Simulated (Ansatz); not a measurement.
**BSiH₂ (quartet): one geometry, many settings**

Aim: run BSiH₂ (quartet) at one geometry under a spread of methods and options, and see what each costs and gives.

Computed with Ansatz 0.2.0, Gaussian basis. Level: the settings change from run to run.

13 further runs of the same task are left out: 4 that didn't finish, 9 set aside as unsound or not needed.

## 1. The geometry

The geometry is a PBE0/def2-TZVP stationary point (not a proven minimum).

4 atoms, charge 0, spin multiplicity 4.

Atoms are counted from 1 here; the program's logs count them from 0.

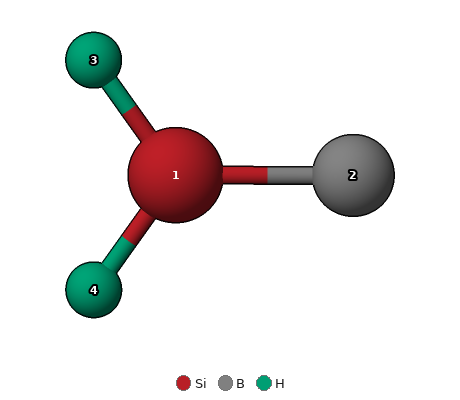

The geometry (silicon red, boron grey, hydrogen teal); atoms are numbered from 1 in the order of the file.

## 2. CCSD(T) on ROHF/6-31G

in.yaml

```yaml
crystal:
  periodic: [false, false, false]
  atoms:
    - {symbol: Si, position_ang: [0.000000, 0.000000, 0.451790]}
    - {symbol: B, position_ang: [0.000000, 0.000000, -1.418773]}
    - {symbol: H, position_ang: [0.000000, 1.212692, 1.314369]}
    - {symbol: H, position_ang: [0.000000, -1.212692, 1.314369]}
basis:
  gaussian: {orbitals: 6-31G}
magnetization: {spin_polarized: false, initial_magnetization: 3}
correlation: {method: ccsd_t, electrons: outside_noble_gas}
accuracy: high
output: {forces: true}
```

Launch:

```console
ansatz run in.yaml --threads 1 --pin off --events-out ev --progress --plain --max-ram 2393MiB
```

Log, shortened:

```text
Functional definition: HF
  name "HF"
  cite "Fock, Z. Phys. 61, 126 (1930) doi:10.1007/BF01340294"
  parent pbe
[...]
599 factors; integrals over basis functions are off by at most 3.4e-9 eV
[...]
mean field -8559.42728066 eV, -314.5531507761 hartree, gradient 1.2e-8 eV, S^2 3.750000; 3 other end points of the search recorded, 0 dependent functions left out
[...]
determinant -8559.42728066 eV, -314.5531507761 hartree, with singles and doubles -8561.95625747 eV, -314.6460889597 hartree
determinant -8557.87625496 eV, -314.4961516328 hartree, with singles and doubles -8560.24669249 eV, -314.5832636053 hartree
6 core orbitals not correlated: weight in the atoms' cores, before any rotation towards them, 1.000 or more for the frozen orbitals, at most 0.000 for the correlated occupied ones
reference -8559.42728066 eV, -314.5531507761 hartree; 6, 3 occupied and 14, 17 virtual orbitals, 599 factors
second order -1.82943432 eV of doubles, -0.01880849 eV of singles
cycle   1  -2.52885111 eV  change    1.3e-4 eV  update   3.7e-4
[...]
cycle  16  -2.52879828 eV  change   5.9e-10 eV  update  7.9e-10
perturbative correction -0.05140288 eV, -0.0018890209 hartree
[...]
Total energy: -8562.00748182 eV, -314.6479714196 hartree
Atom 0 at     0.000000     0.000000     0.451790 Å, force    -0.000000     0.000000     0.790858 eV/Å
Atom 1 at     0.000000     0.000000    -1.418773 Å, force     0.000000     0.000000    -1.406974 eV/Å
Atom 2 at     0.000000     1.212692     1.314369 Å, force     0.000000     0.464247     0.308058 eV/Å
Atom 3 at     0.000000    -1.212692     1.314369 Å, force     0.000000    -0.464247     0.308058 eV/Å
Dipole moment:     0.000000    -0.000000     0.258837 e Å
```

Run time: 1.5 s. Hardware: 1 thread of Intel Xeon Platinum 8488C, shared host.

From the report: correlation -2.5802 eV; T1 0.020; largest double amplitude 0.05.

## 3. CASCI(9,7)/6-31G

Edit in.yaml of step 2 so:

```diff
@@ -8,6 +8,5 @@
 basis:
-  gaussian: {orbitals: 6-31G}
+  gaussian: {orbitals: 6-31G, fitting: {mean_field: def2-universal-jkfit}}
 magnetization: {spin_polarized: false, initial_magnetization: 3}
-correlation: {method: ccsd_t, electrons: outside_noble_gas}
+correlation: {active_space: {window: {electrons: 9, orbitals: 7}, fixed_orbitals: true, states: [{multiplicity: 4, weights: [1, 1, 0.5]}]}}
 accuracy: high
-output: {forces: true}
```

The command is unchanged.

Log:

```text
Functional definition: HF
  name "HF"
  cite "Fock, Z. Phys. 61, 126 (1930) doi:10.1007/BF01340294"
  parent pbe
  exchange = exact_x
  correlation = 0
239 factors; integrals over basis functions are off by at most 8.3e-2 eV
mean field evaluation 1: about -8557.7690 eV, gradient 8.8e0 eV
mean field evaluation 2: about -8559.0909 eV, gradient 3.7e0 eV
mean field evaluation 4: about -8559.4254 eV, gradient 3.1e-1 eV
mean field evaluation 8: about -8559.4270 eV, gradient 1.6e-8 eV
mean field -8559.42701569 eV, -314.5531410386 hartree, gradient 1.6e-8 eV, S^2 3.750000; 2 other end points of the search recorded, 0 dependent functions left out
reference -8559.42701569 eV, -314.5531410386 hartree; 12, 9 occupied and 14, 17 virtual orbitals, 239 factors
state -8559.57036068 eV, -314.5584088699 hartree
state -8557.35865896 eV, -314.4771303307 hartree
state -8555.00572659 eV, -314.3906616609 hartree
Total energy: -8557.77275317 eV, -314.4923480124 hartree
```

Wall time 0.15 s (1 thread of Intel Xeon Platinum 8488C, shared host).

From the report: 68 determinants; active occupations (of the averaged states) 2.00, 2.00, 1.93, 1.04, 0.86, 0.61, 0.57.

## 4. BCCD on UHF/6-31G

in.yaml

```yaml
crystal:
  periodic: [false, false, false]
  atoms:
    - {symbol: Si, position_ang: [0.000000, 0.000000, 0.451790]}
    - {symbol: B, position_ang: [0.000000, 0.000000, -1.418773]}
    - {symbol: H, position_ang: [0.000000, 1.212692, 1.314369]}
    - {symbol: H, position_ang: [0.000000, -1.212692, 1.314369]}
basis:
  gaussian: {orbitals: 6-31G}
magnetization: {spin_polarized: true, initial_magnetization: 3}
correlation: {method: bccd, electrons: all}
scf: {omitted_lower_state_checks: [cluster_reference]}
output: {forces: true}
```

Same command.

Log, shortened:

```text
Functional definition: HF
  name "HF"
  cite "Fock, Z. Phys. 61, 126 (1930) doi:10.1007/BF01340294"
  parent pbe
[...]
330 factors; integrals over basis functions are off by at most 2.0e-4 eV
[...]
mean field -8559.45528390 eV, -314.5541798762 hartree, gradient 1.1e-6 eV, S^2 3.753220; 2 other end points of the search recorded, 0 dependent functions left out
reference -8559.45528390 eV, -314.5541798762 hartree; 12, 9 occupied and 14, 17 virtual orbitals, 330 factors
second order -1.94766592 eV of doubles, -0.00000000 eV of singles
cycle   1  -2.38413806 eV  change   -4.4e-1 eV  update   6.3e-2
[...]
cycle  13  -2.61795560 eV  change    9.9e-7 eV  update   4.1e-7
[...]
Total energy: -8562.07323950 eV, -314.6503879700 hartree
Atom 0 at     0.000000     0.000000     0.451790 Å, force     0.000000    -0.000000     0.778040 eV/Å
Atom 1 at     0.000000     0.000000    -1.418773 Å, force    -0.000000    -0.000000    -1.353444 eV/Å
Atom 2 at     0.000000     1.212692     1.314369 Å, force     0.000000     0.445164     0.287702 eV/Å
Atom 3 at     0.000000    -1.212692     1.314369 Å, force     0.000000    -0.445164     0.287702 eV/Å
Dipole moment:     0.000000     0.000000     0.257927 e Å
Checks for a lower state left out: cluster_reference
```

It took 1.7 s on 1 thread of Intel Xeon Platinum 8488C, shared host.

From the report: ⟨S²⟩ of the determinant 3.753 (pure quartet: 3.75); correlation -2.6180 eV; largest double amplitude 0.05.

## 5. NEVPT4(SD)(9,7)/6-31G

in.yaml

```yaml
crystal:
  periodic: [false, false, false]
  atoms:
    - {symbol: Si, position_ang: [0.000000, 0.000000, 0.451790]}
    - {symbol: B, position_ang: [0.000000, 0.000000, -1.418773]}
    - {symbol: H, position_ang: [0.000000, 1.212692, 1.314369]}
    - {symbol: H, position_ang: [0.000000, -1.212692, 1.314369]}
basis:
  gaussian: {orbitals: 6-31G, fitting: {mean_field: def2-universal-jkfit}}
magnetization: {spin_polarized: false, initial_magnetization: 3}
correlation: {method: fic_nevpt4_sd, electrons: outside_noble_gas, active_space: {window: {electrons: 9, orbitals: 7}}}
```

Launched as before.

Log, shortened:

```text
Functional definition: HF
  name "HF"
  cite "Fock, Z. Phys. 61, 126 (1930) doi:10.1007/BF01340294"
  parent pbe
[...]
239 factors; integrals over basis functions are off by at most 8.3e-2 eV
[...]
mean field -8559.42701576 eV, -314.5531410413 hartree, gradient 8.8e-7 eV, S^2 3.750000; 0 other end points of the search recorded, 0 dependent functions left out
reference -8559.42701576 eV, -314.5531410413 hartree; 12, 9 occupied and 14, 17 virtual orbitals, 239 factors
state -8559.89021555 eV, -314.5701633193 hartree
state -8559.89021555 eV, -314.5701633193 hartree; corrected -8561.84011452 eV, -314.6418207849 hartree
state -8559.71939799 eV, -314.5638858898 hartree
state -8559.71939799 eV, -314.5638858898 hartree; corrected -8561.82262601 eV, -314.6411780941 hartree
state -8559.89021555 eV, -314.5701633193 hartree; corrected -8561.84011452 eV, -314.6418207849 hartree
Total energy: -8561.84011452 eV, -314.6418207849 hartree
```

Wall time 1.5 s (1 thread of Intel Xeon Platinum 8488C, shared host).

From the report: 135 determinants; active occupations 2.00, 2.00, 1.98, 1.00, 1.00, 1.00, 0.03.

## 6. MP2 on UHF/6-31G

in.yaml

```yaml
crystal:
  periodic: [false, false, false]
  atoms:
    - {symbol: Si, position_ang: [0.000000, 0.000000, 0.451790]}
    - {symbol: B, position_ang: [0.000000, 0.000000, -1.418773]}
    - {symbol: H, position_ang: [0.000000, 1.212692, 1.314369]}
    - {symbol: H, position_ang: [0.000000, -1.212692, 1.314369]}
basis:
  gaussian: {orbitals: 6-31G}
magnetization: {spin_polarized: true, initial_magnetization: 3}
correlation: {method: mp2, electrons: outside_noble_gas}
scf: {lower_state_search: off}
```

Same command.

Log, shortened:

```text
Functional definition: HF
  name "HF"
  cite "Fock, Z. Phys. 61, 126 (1930) doi:10.1007/BF01340294"
  parent pbe
[...]
330 factors; integrals over basis functions are off by at most 2.0e-4 eV
[...]
mean field -8559.45528390 eV, -314.5541798762 hartree, gradient 1.1e-6 eV, S^2 3.753220; 0 other end points of the search recorded, 0 dependent functions left out
6 core orbitals not correlated: weight in the atoms' cores, before any rotation towards them, 1.000 or more for the frozen orbitals, at most 0.000 for the correlated occupied ones
reference -8559.45528390 eV, -314.5541798762 hartree; 6, 3 occupied and 14, 17 virtual orbitals, 330 factors
second order -1.81797827 eV of doubles, -0.00000000 eV of singles
Total energy: -8561.27326217 eV, -314.6209893455 hartree
Checks for a lower state left out: stability, starts, cluster_reference, orbital_swaps, neighbouring_geometries, increment
```

Run time: 0.18 s. Hardware: 1 thread of Intel Xeon Platinum 8488C, shared host.

From the report: ⟨S²⟩ of the determinant 3.753 (pure quartet: 3.75).

## 7. CASSCF(3,8)/6-31G

Edit in.yaml of step 6 so:

```diff
@@ -9,4 +9,6 @@
   gaussian: {orbitals: 6-31G}
-magnetization: {spin_polarized: true, initial_magnetization: 3}
-correlation: {method: mp2, electrons: outside_noble_gas}
-scf: {lower_state_search: off}
+magnetization: {spin_polarized: false, initial_magnetization: 3}
+correlation: {active_space: {window: {electrons: 3, orbitals: 8}, states: [{multiplicity: 4, weights: [1, 1, 1, 1]}]}}
+accuracy: high
+scf: {lower_state_search: light}
+output: {forces: true}
```

Same command.

Log, shortened:

```text
Functional definition: HF
  name "HF"
  cite "Fock, Z. Phys. 61, 126 (1930) doi:10.1007/BF01340294"
  parent pbe
[...]
599 factors; integrals over basis functions are off by at most 3.4e-9 eV
[...]
mean field -8559.42728066 eV, -314.5531507761 hartree, gradient 1.2e-8 eV, S^2 3.750000; 2 other end points of the search recorded, 0 dependent functions left out
reference -8559.42728066 eV, -314.5531507761 hartree; 12, 9 occupied and 14, 17 virtual orbitals, 599 factors
state -8559.60852305 eV, -314.5598113112 hartree
state -8557.86861127 eV, -314.4958707324 hartree
state -8555.23378840 eV, -314.3990427779 hartree
state -8554.69833644 eV, -314.3793652815 hartree
[...]
Total energy: -8556.85231479 eV, -314.4585225257 hartree
Atom 0 at     0.000000     0.000000     0.451790 Å, force     0.000000    -0.000000     3.166448 eV/Å
Atom 1 at     0.000000     0.000000    -1.418773 Å, force    -0.000000    -0.000000    -2.935793 eV/Å
Atom 2 at     0.000000     1.212692     1.314369 Å, force    -0.000000     0.093591    -0.115328 eV/Å
Atom 3 at     0.000000    -1.212692     1.314369 Å, force    -0.000000    -0.093591    -0.115328 eV/Å
Dipole moment:    -0.000000    -0.000000     0.057214 e Å
```

Run time: 2.1 s. Hardware: 1 thread of Intel Xeon Platinum 8488C, shared host.

From the report: 56 determinants; active occupations (of the averaged states) 0.76, 0.75, 0.74, 0.73, 0.02, 0.00, 0.00, 0.00.

## 8. The runs in one table

Where basis and cores are those of an earlier FCI/6-31G run (-8562.0298 eV), and the state is the same kind, the miss against it is given.

| level | correlated | functions | energy (eV) | from FCI (meV) | time |
| --- | --- | --- | --- | --- | --- |
| CCSD(T) on ROHF/6-31G | outside noble gas | 26 | -8562.0075 | 22.3 | 1.5 s |
| CASCI(9,7)/6-31G (mean of several states) |  | 26 | -8557.7728 |  | 0.15 s |
| BCCD on UHF/6-31G | all | 26 | -8562.0732 |  | 1.7 s |
| NEVPT4(SD)(9,7)/6-31G | outside noble gas | 26 | -8561.8401 | 189.7 | 1.5 s |
| MP2 on UHF/6-31G | outside noble gas | 26 | -8561.2733 | 756.6 | 0.18 s |
| CASSCF(3,8)/6-31G (mean of several states) |  | 26 | -8556.8523 |  | 2.1 s |

## 9. Outcome

| quantity | value |
| --- | --- |
| runs | 6 |
| quickest | CASCI(9,7)/6-31G (mean of several states), 0.15 s |
| slowest | CASSCF(3,8)/6-31G (mean of several states), 2.1 s |

**Reading.** Total energies in different bases, with other cores or another treatment of relativity can't be set against each other. CASSCF(3,8)/6-31G (mean of several states) took 14 times as long as CASCI(9,7)/6-31G (mean of several states); the jobs differ in more than the method. Among the correlated runs with a miss given, it spans +22 to +757 meV.
